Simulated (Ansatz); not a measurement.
## Electronic structure of H3InO2···H2O in real space

```xyz
9

In    1.0187    0.8397    1.2611
O    -0.3094    1.0908   -0.6786
O    -0.8055   -0.6120    0.8439
O     1.5183   -0.9124   -0.5147
H    -0.8467    0.2372   -0.0134
H     1.1031   -0.3502   -1.1880
H    -0.8539    1.8491   -0.8952
H    -1.5961   -0.6992    1.3782
H     0.7716   -1.4426   -0.1933
```

A transition-state structure; geometry: PBE0-D4/def2-TZVP; core potentials replace the inner electrons of In.

Computed with Ansatz, RKS PBE0-D4/def2-TZVPP.

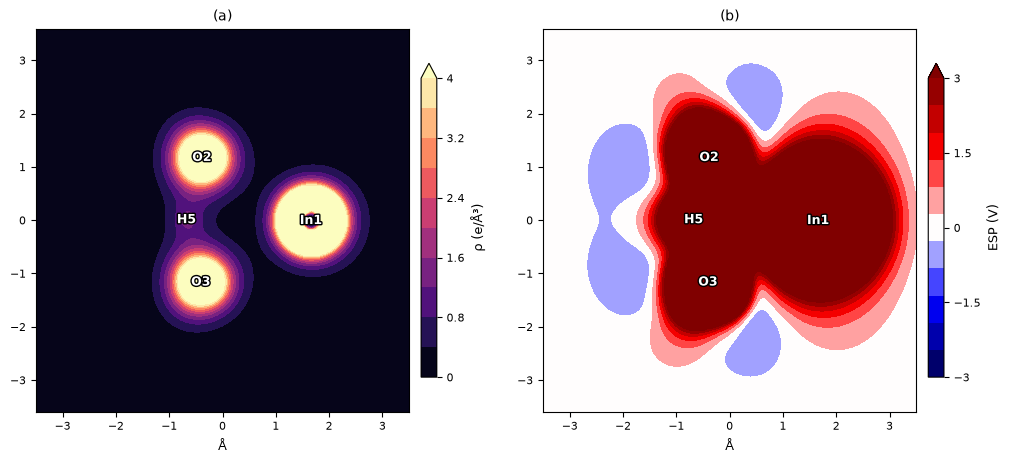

Figure 1. (a) electron density; (b) electrostatic potential on the plane of atoms O2, In1 and O3.

What does the map show?

Answer. The section cuts through In, O and H sites. In–O (2.36 Å): the density is about 0.33 e/Å³ at the midpoint. Outside the dense part of the complex the potential is most negative (−0.8 V) near O2 and O3.

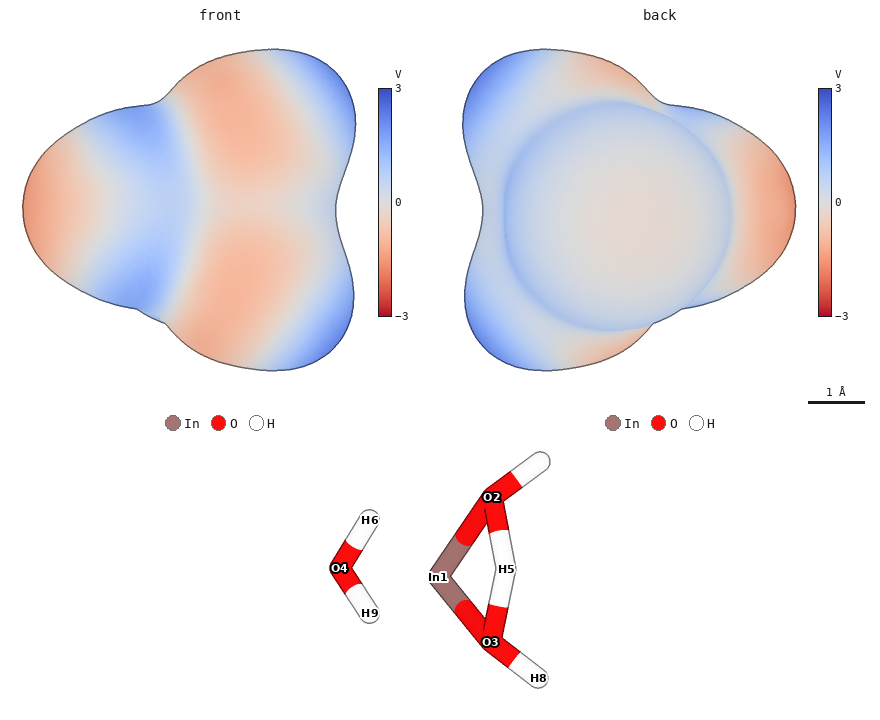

Figure 2. The electrostatic potential painted on the density surface at 0.002 e/bohr³, seen from the front and from behind; red is negative and blue positive. The bare structure is drawn below in the same view.

Describe the electrostatic potential map.

Answer. The most negative region (about −1.4 V) lies over O4, the most positive (about +2.1 V) over H7 and H8. O4 is the likeliest acceptor of a hydrogen bond.

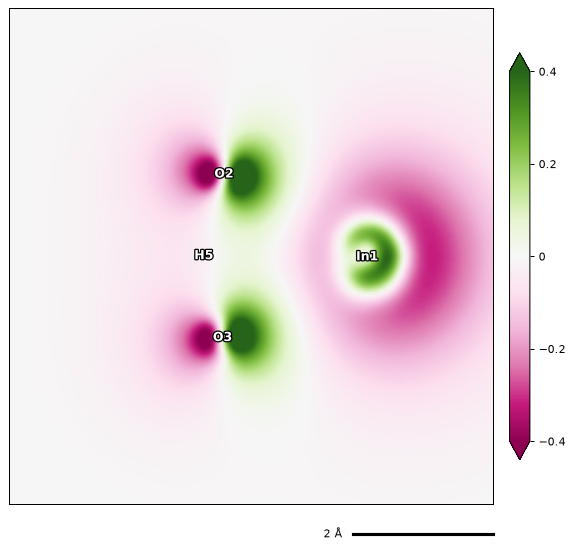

Figure 3. One frontier orbital on the plane of atoms O2, In1 and O3 (values in Å⁻³ᐟ²; the overall sign is arbitrary).

Which orbital is it: HOMO or LUMO?

Answer. The HOMO, at −6.59 eV. By Hirshfeld shares it lies mainly on In1 (about 75 %), O2 (about 10 %) and O3 (about 10 %).
